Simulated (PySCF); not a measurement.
System: H3O4P (SMILES O=P(O)(O)O).

Input

```
{"job": {"kind": "nmr", "xc": "PBE0", "basis": "pcSseg-2"}, "charge": 0, "multiplicity": 1}
O      0.004014    -0.992688    -1.481290
P      0.044832    -0.111112    -0.306050
O      1.398482    -0.063560     0.558894
O     -1.044034    -0.450356     0.840744
O     -0.168001     1.439989    -0.637310
H      1.831242    -0.926262     0.588557
H     -1.822059    -0.865822     0.447000
H     -0.115351     2.008472     0.141180
```

Run with:

```sh
OMP_NUM_THREADS=1 python cluster_run.py task.json out
```

Geometry: PBE0-D3(BJ)/def2-SVP.

All numbers below come from PySCF, PBE0/pcSseg-2, SCF density, gas phase, non-relativistic.

Question: What can the converged electron density and electron localisation function tell about the bonding?

Answer: P–O (1.47 Å): the density is about 2 e/Å³ at the midpoint; the ELF peaks at about 0.80 between the atoms: a short, strongly polar bond.
O–H (0.97 Å): the density is about 3.8 e/Å³ at the midpoint; the ELF climbs to about 1 towards the hydrogen, as it does in any bond to H (a covalent bond by its length).
P–O (1.60 Å): ρ at the midpoint is about 1.5 e/Å³; the ELF peaks at about 0.85 between the atoms; a shared but strongly polarised pair.

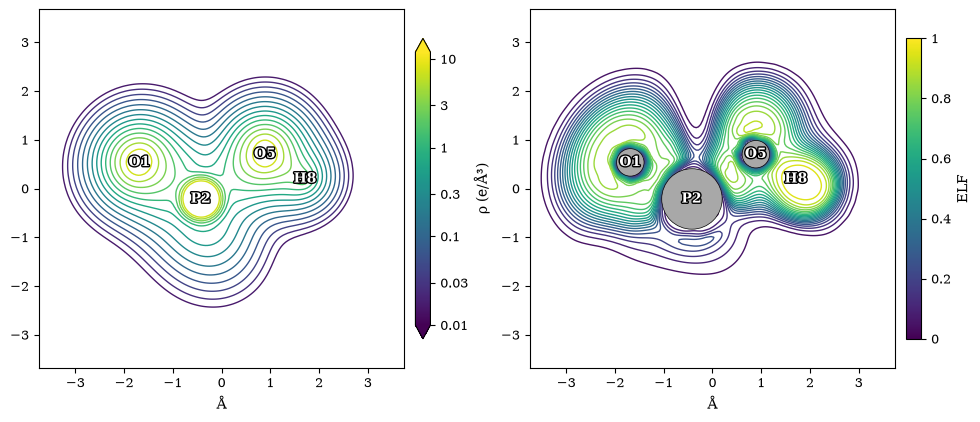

Computed electron density and electron localisation function on the plane of atoms P2, O5 and H8, in this order. Grey discs cover the atomic cores in the ELF map. 
